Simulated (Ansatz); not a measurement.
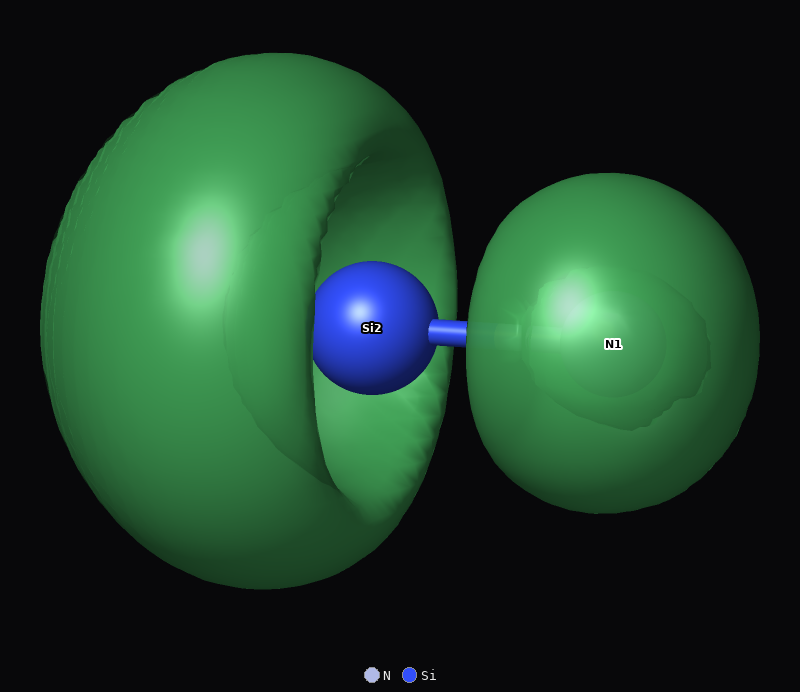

Figure. SiN (SMILES N#[Si]) (doublet). Isosurface of the electron localisation function at 0.75 (green), seen from one side. Core shells and regions of very low density are left out.

Geometry: B3LYP/6-31G*.

The calculation used isolated molecule in a Gaussian basis; Kohn-Sham density functional theory, functional PBE0 (Ansatz 0.2.0).

The calculation's input:

```
basis:
  gaussian:
    orbitals: def2-TZVPD
crystal:
  periodic: [false, false, false]
  atoms:
    - {symbol: "N", position_ang: [0.000000, 0.000000, -0.789027]}
    - {symbol: Si, position_ang: [0.000000, 0.000000, 0.789027]}
magnetization:
  spin_polarized: true
  initial_magnetization: 1
hamiltonian:
  xc: pbe0
output: {forces: true, orbitals: {seedname: orbitals}}
```

Launched as:

```sh
ansatz run input.yaml --threads 1 --pin off --max-ram 2610MiB --events-out events.jsonl --progress --plain --runs-dir runs
```

**Describe the localisation domains.**

The surface consists of one lobe on Si, pointing away from the bonds (non-bonding electrons) and one region wrapped around N (its valence shell). Along the contacts the grid gives the following. Si–N (1.58 Å): the ELF peaks at about 0.75 in the valence shell of N, 0.6 Å from its nucleus, and is about 0.30 at the midpoint.
